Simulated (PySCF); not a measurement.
**[SiH3]+ (SMILES [SiH3+]) at PBE0/6-31G(d) (spherical functions)**

What is the vertical ionisation energy of [SiH3]+ at PBE0/6-31G* (spherical functions)? Input form: a Python script.

The results are computed with PySCF 2.14.0.

## (1) The structure to begin with

The species is [SiH3]+ (4 atoms), meant as a singlet with charge +1. SMILES: `[SiH3+]`. Geometry: relaxed at PBE0-D4/def2-TZVP.

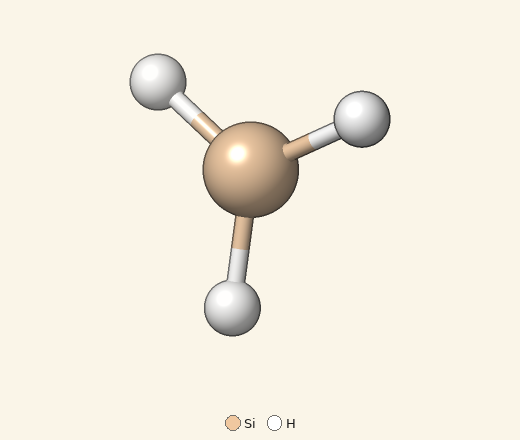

Viewed from a chosen angle; silicon light orange, hydrogen white.

## (2) The energy at PBE0/6-31G(d) (spherical functions)

File run.py:

```python
# [SiH3+]
from pyscf import gto, dft

molecule = gto.M(
    atom='''
Si       0.000000       0.000000       0.000000
H        0.686900       0.675400       1.113000
H       -0.118400      -1.467200      -0.009900
H       -0.568500       0.791700      -1.103100
''',
    verbose=4,
    charge=1,
    max_memory=1860,
    basis='6-31g*',
    spin=0,
)

myscf = dft.RKS(molecule, xc='pbe0')
myscf.conv_tol = 1e-10
myscf.grids.level = 4
myscf.kernel()
if not myscf.converged:
    myscf = myscf.newton().run(myscf.mo_coeff, myscf.mo_occ)

energy = myscf.e_tot
print('Final energy', energy)
```

On the command line:

```sh
OMP_NUM_THREADS=1 python run.py
```

The program printed:

```text
PySCF version 2.14.0

[INPUT] num. atoms = 4
[INPUT] num. electrons = 16
[INPUT] charge = 1
[INPUT] spin (= nelec alpha-beta = 2S) = 0
[INPUT] symmetry False subgroup None
[INPUT] Mole.unit = angstrom
[INPUT] Symbol           X                Y                Z      unit          X                Y                Z       unit  Magmom
[INPUT]  1 Si     0.000000000000   0.000000000000   0.000000000000 AA    0.000000000000   0.000000000000   0.000000000000 Bohr   0.0
[INPUT]  2 H      0.686900000000   0.675400000000   1.113000000000 AA    1.298052874964   1.276321024531   2.103265176641 Bohr   0.0
[INPUT]  3 H     -0.118400000000  -1.467200000000  -0.009900000000 AA   -0.223743573149  -2.772606169962  -0.018708288633 Bohr   0.0
[INPUT]  4 H     -0.568500000000   0.791700000000  -1.103100000000 AA   -1.074309301815   1.496096172818  -2.084556888008 Bohr   0.0

nuclear repulsion = 15.7214500944607
number of shells = 14
number of NR pGTOs = 63
number of NR cGTOs = 24
basis = 6-31g*
ecp = {}

******** <class 'pyscf.dft.rks.RKS'> ********
method = RKS
initial guess = minao
damping factor = 0
level_shift factor = 0
DIIS = <class 'pyscf.scf.diis.CDIIS'>
diis_start_cycle = 1
diis_space = 8
diis_damp = 0
SCF conv_tol = 1e-10
SCF conv_tol_grad = None
SCF max_cycles = 50
direct_scf = True
direct_scf_tol = 1e-13
XC library pyscf.dft.libxc version 7.0.0
    S. Lehtola, C. Steigemann, M. J.T. Oliveira, and M. A.L. Marques.,  SoftwareX 7, 1–5 (2018)
XC functionals = pbe0
radial grids:
    Treutler-Ahlrichs [JCP 102, 346 (1995); DOI:10.1063/1.469408] (M4) radial grids

becke partition: Becke, JCP 88, 2547 (1988); DOI:10.1063/1.454033
pruning grids: <function nwchem_prune>
grids dens level: 4
symmetrized grids: False
atomic radii adjust function: <function treutler_atomic_radii_adjust>
small_rho_cutoff = 0
Set gradient conv threshold to 1e-05
Initial guess from minao.
tot grids = 76048
init E= -290.870043234874
  HOMO = -0.382752812692038  LUMO = -0.144158366140491  gap/eV = 6.49249
cycle= 1 E= -290.756735579205  delta_E= 0.113  |g|= 0.211  |ddm|= 1.48
  HOMO = -0.684234568653525  LUMO = -0.418479128804815  gap/eV = 7.23157
cycle= 2 E= -290.774224009072  delta_E= -0.0175  |g|= 0.0944  |ddm|= 0.574
  HOMO = -0.655792623279991  LUMO = -0.378430296196626  gap/eV = 7.54741
cycle= 3 E= -290.777751292841  delta_E= -0.00353  |g|= 0.00346  |ddm|= 0.167
  HOMO = -0.652693228115377  LUMO = -0.376575450065716  gap/eV = 7.51355
cycle= 4 E= -290.777754988866  delta_E= -3.7e-06  |g|= 0.000205  |ddm|= 0.00414
  HOMO = -0.652800785147955  LUMO = -0.376636758136199  gap/eV = 7.51481
cycle= 5 E= -290.777755008786  delta_E= -1.99e-08  |g|= 2.68e-05  |ddm|= 0.000629
  HOMO = -0.65279842688106  LUMO = -0.376640895011967  gap/eV = 7.51463
cycle= 6 E= -290.777755009044  delta_E= -2.58e-10  |g|= 8.9e-07  |ddm|= 4.45e-05
  HOMO = -0.652798311589525  LUMO = -0.376640870272906  gap/eV = 7.51463
cycle= 7 E= -290.777755009044  delta_E=    0  |g|= 5.54e-08  |ddm|= 2.59e-06
  HOMO = -0.652798307354022  LUMO = -0.376640879837143  gap/eV = 7.51463
Extra cycle  E= -290.777755009044  delta_E=    0  |g|= 1.28e-08  |ddm|= 1.41e-07
converged SCF energy = -290.777755009044
Final energy -290.77775500904386
```

Run time: 3.3 s. Hardware: 1 thread of Intel Xeon Platinum 8175M at 2.50GHz (Skylake/Cascade Lake), shared host; peak memory 0.18 GiB.

## (3) Doublet [SiH3]2+

File run.py:

```python
from pyscf import gto, dft

mol = gto.M(
    atom='''
Si       0.000000       0.000000       0.000000
H        0.686900       0.675400       1.113000
H       -0.118400      -1.467200      -0.009900
H       -0.568500       0.791700      -1.103100
''',
    spin=1,
    charge=2,
    basis='6-31g*',
    max_memory=1860,
    verbose=4,
)

mf = dft.UKS(mol, xc='pbe0')
mf.conv_tol = 1e-10
mf.grids.level = 4
mf.kernel()
if not mf.converged:
    mf = mf.newton().run(mf.mo_coeff, mf.mo_occ)

energy = mf.e_tot
print(f'total energy: {energy:.8f} hartree')
```

On the command line:

```sh
OMP_NUM_THREADS=1 python run.py
```

The program printed:

```text
PySCF version 2.14.0

[INPUT] num. atoms = 4
[INPUT] num. electrons = 15
[INPUT] charge = 2
[INPUT] spin (= nelec alpha-beta = 2S) = 1
[INPUT] symmetry False subgroup None
[INPUT] Mole.unit = angstrom
[INPUT] Symbol           X                Y                Z      unit          X                Y                Z       unit  Magmom
[INPUT]  1 Si     0.000000000000   0.000000000000   0.000000000000 AA    0.000000000000   0.000000000000   0.000000000000 Bohr   0.0
[INPUT]  2 H      0.686900000000   0.675400000000   1.113000000000 AA    1.298052874964   1.276321024531   2.103265176641 Bohr   0.0
[INPUT]  3 H     -0.118400000000  -1.467200000000  -0.009900000000 AA   -0.223743573149  -2.772606169962  -0.018708288633 Bohr   0.0
[INPUT]  4 H     -0.568500000000   0.791700000000  -1.103100000000 AA   -1.074309301815   1.496096172818  -2.084556888008 Bohr   0.0

nuclear repulsion = 15.7214500944607
number of shells = 14
number of NR pGTOs = 63
number of NR cGTOs = 24
basis = 6-31g*
ecp = {}

******** <class 'pyscf.dft.uks.UKS'> ********
method = UKS
initial guess = minao
damping factor = 0
level_shift factor = 0
DIIS = <class 'pyscf.scf.diis.CDIIS'>
diis_start_cycle = 1
diis_space = 8
diis_damp = 0
SCF conv_tol = 1e-10
SCF conv_tol_grad = None
SCF max_cycles = 50
direct_scf = True
direct_scf_tol = 1e-13
number electrons alpha = 8  beta = 7
XC library pyscf.dft.libxc version 7.0.0
    S. Lehtola, C. Steigemann, M. J.T. Oliveira, and M. A.L. Marques.,  SoftwareX 7, 1–5 (2018)
XC functionals = pbe0
radial grids:
    Treutler-Ahlrichs [JCP 102, 346 (1995); DOI:10.1063/1.469408] (M4) radial grids

becke partition: Becke, JCP 88, 2547 (1988); DOI:10.1063/1.454033
pruning grids: <function nwchem_prune>
grids dens level: 4
symmetrized grids: False
atomic radii adjust function: <function treutler_atomic_radii_adjust>
small_rho_cutoff = 0
Set gradient conv threshold to 1e-05
tot grids = 76048
init E= -290.870043234874
[... the frontier-level lines of each cycle are left out ...]


cycle= 1 E= -289.94597167769  delta_E= 0.924  |g|= 0.254  |ddm|= 1.06
cycle= 2 E= -290.006020874354  delta_E= -0.06  |g|= 0.092  |ddm|= 0.678
cycle= 3 E= -290.013603243602  delta_E= -0.00758  |g|= 0.0215  |ddm|= 0.181
cycle= 4 E= -290.014075984779  delta_E= -0.000473  |g|= 0.00434  |ddm|= 0.034
cycle= 5 E= -290.014109866574  delta_E= -3.39e-05  |g|= 0.00161  |ddm|= 0.00971
cycle= 6 E= -290.014114622326  delta_E= -4.76e-06  |g|= 0.000258  |ddm|= 0.00442
cycle= 7 E= -290.014115151472  delta_E= -5.29e-07  |g|= 0.000257  |ddm|= 0.00174
cycle= 8 E= -290.014115101368  delta_E= 5.01e-08  |g|= 0.00027  |ddm|= 0.000157
cycle= 9 E= -290.014116085851  delta_E= -9.84e-07  |g|= 0.000238  |ddm|= 0.00393
cycle= 10 E= -290.014117157706  delta_E= -1.07e-06  |g|= 5.2e-05  |ddm|= 0.00821
cycle= 11 E= -290.014117204339  delta_E= -4.66e-08  |g|= 7.71e-06  |ddm|= 0.00195
cycle= 12 E= -290.014117204661  delta_E= -3.21e-10  |g|= 2.51e-06  |ddm|= 0.000122
cycle= 13 E= -290.014117204678  delta_E= -1.76e-11  |g|= 3.08e-07  |ddm|= 2.64e-05
Extra cycle  E= -290.014117204679  delta_E= -2.84e-13  |g|= 1.69e-07  |ddm|= 7.09e-07
converged SCF energy = -290.014117204679  <S^2> = 0.75881977  2S+1 = 2.0088004
total energy: -290.01411720 hartree
```

Run time: 6 s. Hardware: 1 thread of Intel Xeon Platinum 8175M at 2.50GHz (Skylake/Cascade Lake), shared host; peak memory 0.19 GiB.

## (4) Summary of results

Level: PBE0/6-31G* (spherical functions).

```
                                            quantity          value
                       singlet [SiH3]+: total energy  -290.77776 Eh
                        singlet [SiH3]+: HOMO energy      -17.76 eV
                        singlet [SiH3]+: LUMO energy      -10.25 eV
                      singlet [SiH3]+: HOMO–LUMO gap        7.51 eV
                      doublet [SiH3]2+: total energy  -290.01412 Eh
doublet [SiH3]2+: HOMO energy (highest over α and β)      -25.56 eV
 doublet [SiH3]2+: LUMO energy (lowest over α and β)      -23.65 eV
                              doublet [SiH3]2+: ⟨S²⟩          0.759
vertical ionisation energy (to the doublet dication)      20.780 eV
```

What this shows: Removing an electron at fixed nuclei costs 20.78 eV (2005 kJ/mol). −ε(HOMO) before ionisation, 17.76 eV, is 3.02 eV below this ionisation energy. Mulliken charges (doublet [SiH3]2+) run from +0.27 on H2 to +1.09 on Si1.
